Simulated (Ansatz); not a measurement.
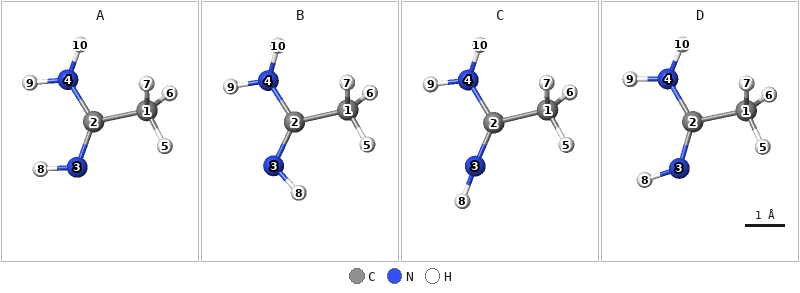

4 geometries from a converged minimum-energy path of C₂H₆N₂, shuffled. Style: ball-and-stick. Shown at a tilt.

Level of theory: Ansatz, RKS PBE0-D4/def2-SVP. Run with 5 movable images; climbing image; force threshold 0.05 eV/Å; iteration limit 60; starting path through a guess of the saddle point.

Which frame is the top of the path?

C. In order along the path, whose images run from 0 to 6: A (image 0, 0.00 eV), D (image 1, +0.13 eV), C (image 3, +1.07 eV), B (image 6, −0.04 eV). The motion is an in-plane inversion: the angle C2–N3–H8 opens from 111° to 170° on the way and closes on the other side (110° at the end). No bond forms or breaks between the ends. Among the angles between lasting bonds that change up to the highest image: C2–N3–H8 110.9° → 170.3°, C1–C2–N3 119.6° → 124.4°.

The run took 2.9 min on 1 thread of Arm Neoverse V2, on a shared host, peak memory 0.27 GiB.
